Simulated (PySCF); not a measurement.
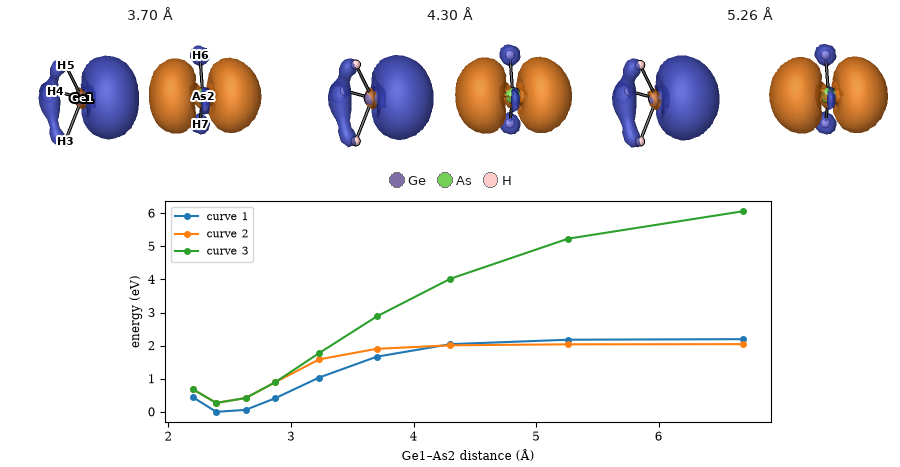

Figure 1: AsGeH₅, SMILES `[GeH3][AsH2]`. Rigid stretch of the Ge1–As2 bond. Broken-symmetry UHF spin density at ±0.03 e/Å³ (orange: α, blue: β). Below: energies along the scan, from the lowest point of the three curves.

Level of theory: def2-SVP basis (PySCF), at a geometry from GFN2-xTB. No frequency check shows the geometry to be a minimum. GFN2-xTB bond lengths at metals and heavier atoms can be off by up to 0.1 Å and shapes distorted, which carries into these values.

Input

```python
import numpy as np
from pyscf import gto, scf, mcscf

mol = gto.M(atom='''
Ge     1.16121     0.00003     0.00237
As    -1.21127    -0.00061    -0.06202
H      1.77355    -1.19183    -0.68735
H      1.81148     0.01343     1.36179
H      1.77381     1.17765    -0.71063
H     -1.27268     1.06599     0.99307
H     -1.27292    -1.04604     1.01381
''', basis='def2-svp', charge=0, spin=0, verbose=4)
# stretch the bond between atoms 1 and 2, from long to short, fragments rigid
a, b, move = 0, 1, [1, 5, 6]
xyz = mol.atom_coords(unit='Angstrom')
u = xyz[b] - xyz[a]
r0 = np.linalg.norm(u)
rows, last, dm_u = [], None, None
for r in [6.69, 5.26, 4.3, 3.7, 3.23, 2.87, 2.63, 2.39, 2.2]:
    new = xyz.copy()
    new[move] += u / r0 * (r - r0)
    m = mol.set_geom_(new, unit='Angstrom', inplace=False)
    rhf = scf.RHF(m).density_fit(auxbasis='def2-universal-jkfit').run()
    uhf = scf.UHF(m).density_fit(auxbasis='def2-universal-jkfit').newton()
    if dm_u is None:
        c = rhf.mo_coeff
        h = m.nelectron // 2 - 1
        ca, cb = c.copy(), c.copy()
        ca[:, h], cb[:, h] = (c[:, h] + c[:, h + 1]) / 2**.5, (c[:, h] - c[:, h + 1]) / 2**.5
        dm_u = np.array([x[:, :h + 1] @ x[:, :h + 1].T for x in (ca, cb)])
    uhf.kernel(dm0=dm_u)
    for _ in range(3):
        c, _, stable, _ = uhf.stability(return_status=True)
        if stable:
            break
        uhf.kernel(c, uhf.mo_occ)
    dm_u = uhf.make_rdm1()
    mc = mcscf.CASSCF(rhf, 2, 2)
    mc.natorb = True
    mc.fix_spin_(ss=0)
    guess = mcscf.addons.make_natural_orbitals(uhf)[1] if last is None else mcscf.project_init_guess(mc, last.mo_coeff, last.mol)
    mc.kernel(guess)
    last = mc
    act = slice(mc.ncore, mc.ncore + mc.ncas)
    print('r %.3f  RHF %.6f  UHF %.6f  <S^2> %.3f  CASSCF %.6f  occupations' % (r, rhf.e_tot, uhf.e_tot, uhf.spin_square()[0], mc.e_tot), mc.mo_occ[act].round(4))
    rows.append((new, rhf.e_tot, uhf.e_tot, uhf.spin_square()[0], mc.e_tot, mc.mo_occ[act], mc.mo_coeff[:, act], dm_u[0] - dm_u[1], rhf.converged and uhf.converged and mc.converged))
    np.savez('result.npz', **{k: [row[i] for row in rows] for i, k in enumerate('xyz rhf uhf s2 cas occ c spin ok'.split())})
```

Run with:

```sh
OMP_NUM_THREADS=1 python input.py
```

The run took 8.5 min on 1 thread of Arm Neoverse V1, with other jobs on the host, peak memory 0.25 GiB.

Question: How does the broken-symmetry solution share the spin, and how far is it from a pure singlet?

Answer: At 5.26 Å excess α spin lies mostly on As2 and excess β on Ge1; the two could be swapped at no cost. ⟨S²⟩ is 0.85 at 3.70 Å, 0.98 at 4.30 Å and 1.01 at 5.26 Å, against 0 for a pure singlet and 1 for an equal mix of singlet and triplet.

Question: Which curve is which method?

Answer: Curve 1 is CASSCF(2,2). Curve 2 is UHF. Curve 3 is RHF. RHF rises too steeply because it keeps both electrons in one orbital and so mixes in ionic fragments.

Question: Where does the UHF solution part from RHF?

Answer: Between 2.87 Å (⟨S²⟩ = 0, the two coincide) and 3.23 Å (⟨S²⟩ = 0.49); at 6.69 Å ⟨S²⟩ is 1.02 and UHF lies 4.0 eV below RHF.

Question: How much energy does the stretch cost?

Answer: By CASSCF, 2.2 eV from the lowest point of the scan (2.39 Å) to 6.69 Å; RHF gives 5.8 eV from its own lowest point. The fragments aren't relaxed and dynamic correlation is missing, so this isn't a bond dissociation energy.
